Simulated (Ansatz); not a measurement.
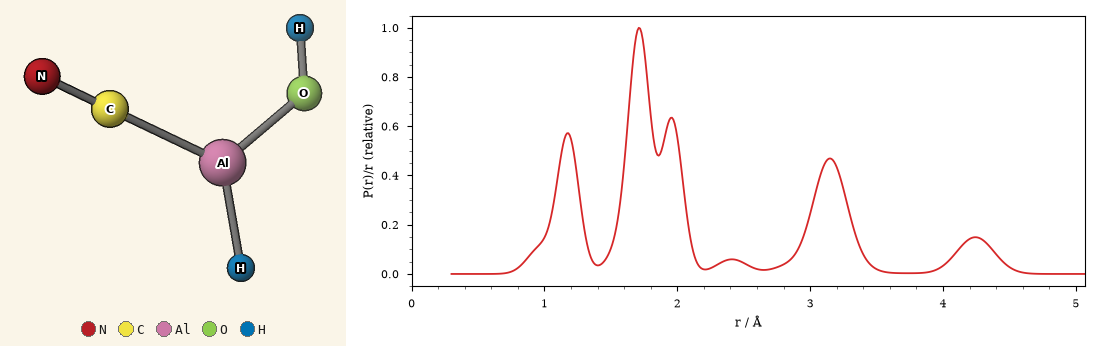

Simulated gas electron diffraction: radial distribution curve of CH₂AlNO. Each pair of atoms contributes with weight ZᵢZⱼ/r; damping constant 0.002 Å²; vibrational amplitudes assumed, not computed: 0.05 Å for bonds, 0.078 Å for bonds to H, 0.06 + 0.015 r up to 0.15 Å for other pairs. The geometry is the end point of an optimisation (RKS revPBE/def2-SVP in Ansatz 0.2.0); it may be a saddle point or a higher isomer.

### Read the positions of the first 6 clear peaks and name the main pairs (– for bonds).

Peak 1, 1.18 Å: O–H 0.97 Å, N–C 1.18 Å, not resolved
Peak 2, 1.71 Å: Al–H 1.58 Å, Al–O 1.72 Å, not resolved
Peak 3, 1.96 Å: Al–C 1.96 Å
Peak 4, 2.41 Å: Al···H 2.41 Å
Peak 5, 3.15 Å: Al···N 3.14 Å, O···C 3.17 Å
Peak 6, 4.24 Å: N···H 4.20–4.27 Å (×2), O···N 4.25 Å, not resolved
